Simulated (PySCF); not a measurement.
C$_{5}$H$_{7}$FGeO (SMILES O=[C]1CC(F)=C[CH2][GeH2]1)

```xyz
15

O    -0.8095    2.5658   -0.7670
C    -0.4608    1.5337   -0.2646
C    -1.4299    0.5645    0.3899
C    -1.2051   -0.8197   -0.1288
F    -2.2994   -1.3717   -0.7050
C    -0.0729   -1.5070   -0.0816
C     1.1643   -0.9483    0.5436
Ge    1.4344    0.8821   -0.1918
H    -1.2206    0.5966    1.4653
H    -2.4623    0.8724    0.2135
H    -0.0423   -2.5001   -0.5037
H     1.0356   -0.8754    1.6280
H     2.0094   -1.6083    0.3655
H     2.2944    1.7517    0.6842
H     2.0602    0.8717   -1.5543
```

Geometry: GFN2-xTB.

Level of theory: wB97X-D/def2-SVPD, SCF density, gas phase (PySCF).

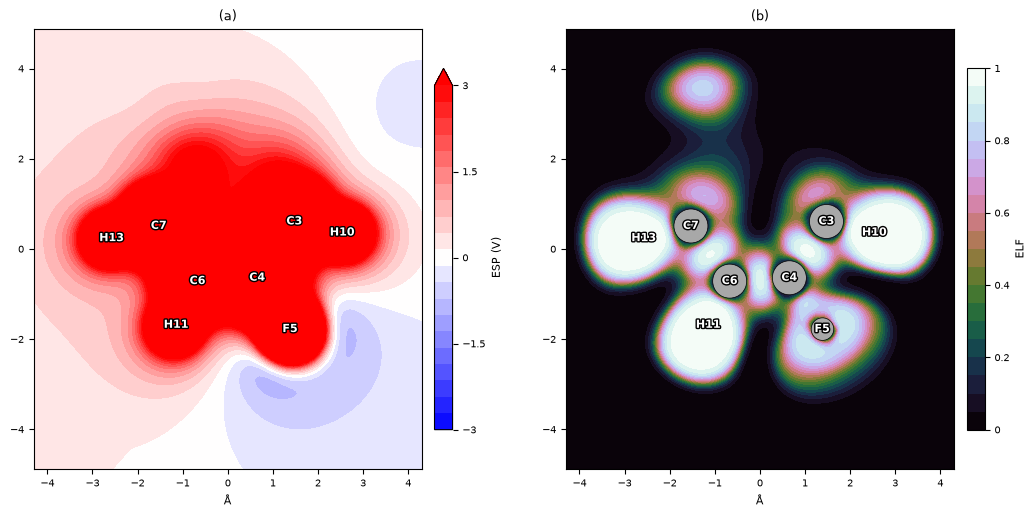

Figure 1. (a) molecular electrostatic potential; (b) electron localisation function on the plane of atoms C4, C6 and C7. Grey discs cover the atomic cores in the ELF map.

> Describe what can be read from this map.

- The plane passes through C, F and H nuclei.
- C–C (1.33 Å): the ELF peaks at about 0.90 between the atoms; a multiple bond.
- C–F (1.35 Å): the ELF peaks at about 0.85 between the atoms, as expected for a shared but strongly polarised pair.
- C–H (1.08 Å): the ELF climbs to about 1 towards the hydrogen, as it does in any bond to H: a covalent bond by its length.
- C–C (1.49 Å): the ELF peaks at about 0.95 between the atoms; localised, covalent bonding.
- The ELF also peaks beside F5, away from the bonds: lone-pair regions.
- Outside the dense part of the molecule the potential is most negative (−0.8 V) near F5.

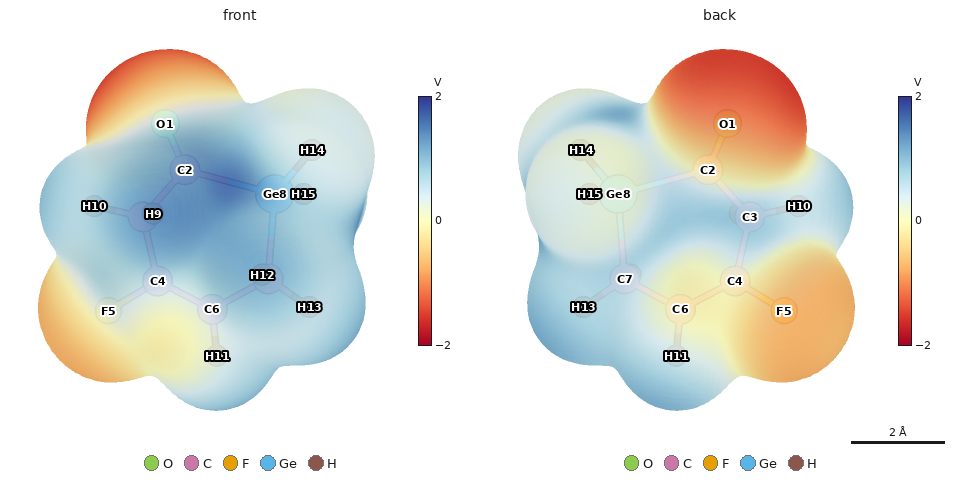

Figure 2. The electrostatic potential painted on the density surface at 0.002 e/bohr³, seen from the front and from behind; red is negative and blue positive.

> Which sites attract a positive test charge, and which a negative one?

A positive charge is drawn to the negative regions and a negative charge to the positive ones. The most negative region (about −1.5 V, or −35 kcal/mol for a unit charge) lies over O1, the most positive (about +1.6 V, or +37 kcal/mol for a unit charge) over Ge8. O1 is the likeliest acceptor of a hydrogen bond.

> What dipole moment does the calculation give?

Its dipole moment is 3.37 D.
